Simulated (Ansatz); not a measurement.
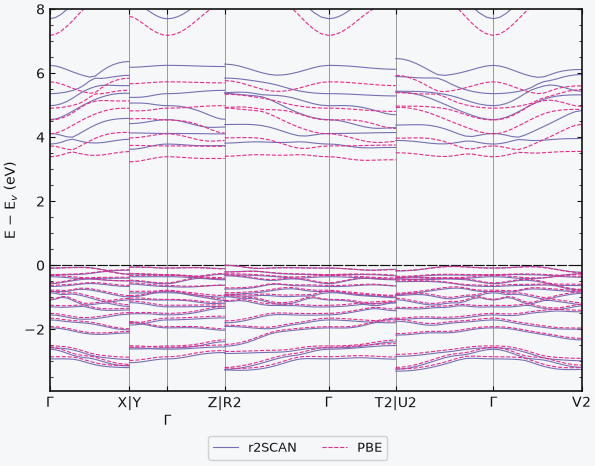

Band structures of BiPbCl$_{5}$, space group P1 (No. 1), 7 atoms in the cell, by two methods on the same cell. Each is counted from its own valence-band top.

How do the methods compare?

Answer. r2SCAN gives a gap of 3.62 eV along the path and PBE gives a gap of 3.23 eV along the path. Over the top 3 filled bands the two differ by 0.02 eV on average.

Settings. r2SCAN: DFT r2SCAN, scalar-relativistic, plane waves, PAW, no spin polarisation, 6×4×4 k mesh, 500 eV cutoff, Gaussian smearing of 0.02 eV (Ansatz). PBE: DFT PBE, scalar-relativistic, plane waves, PAW, no spin polarisation, 6×4×4 k mesh, 420 eV cutoff, Gaussian smearing of 0.02 eV (Ansatz).

The structure is an invented one, so it need not be a known or stable phase. Spin-orbit coupling is left out, which matters for Bi and Pb.
